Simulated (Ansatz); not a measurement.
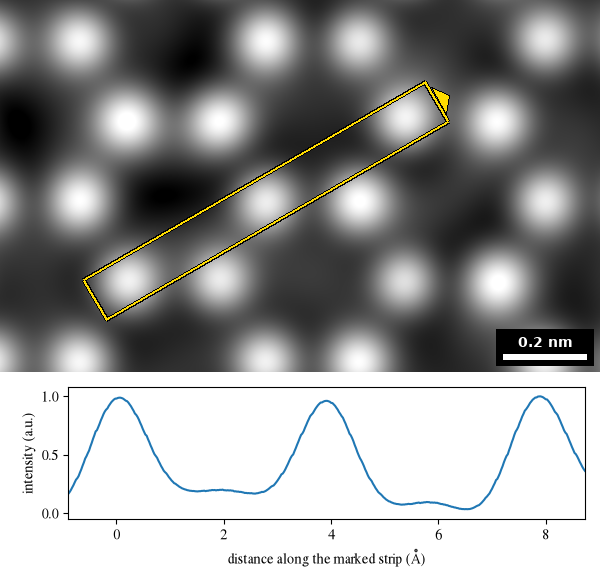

Z-contrast image of MoS (P6_3mc, No. 186) along [001]. Simulated incoherent Z contrast: every atom adds Z^1.6 spread by a probe of 1.26 Å full width; channelling and multiple scattering are left out. The display is stretched by a gamma of 0.8; percentages refer to the linear signal. The speckle of an amorphous layer was added. Structure used: coordinates from a relaxation with Ansatz, DFT PBEsol, scalar-relativistic, plane waves, PAW; the starting structure was generated, so it need not be a known form of this composition.

```
Mo S
1.0
     3.91914    0.00000    0.00000
    -1.95957    3.39408    0.00000
     0.00000    0.00000    5.35794
Mo S
2 2
Cartesian
  1.9596 1.1314 0.1445
  0.0000 2.2627 2.8235
  1.9596 1.1314 3.2053
  0.0000 2.2627 0.5263
```

The curve is the intensity along the marked strip, in the direction of its arrowhead, with zero distance at the first column. Brightness is counted from the darkest point of the image.

Assign the peaks of the line profile.

| position (Å) | atoms per repeat along the beam | height (% of the highest) |
| --- | --- | --- |
| 0.0 | 1 Mo + 1 S | 100 |
| 3.9 | 1 Mo + 1 S | 100 |
| 7.8 | 1 Mo + 1 S | 100 |
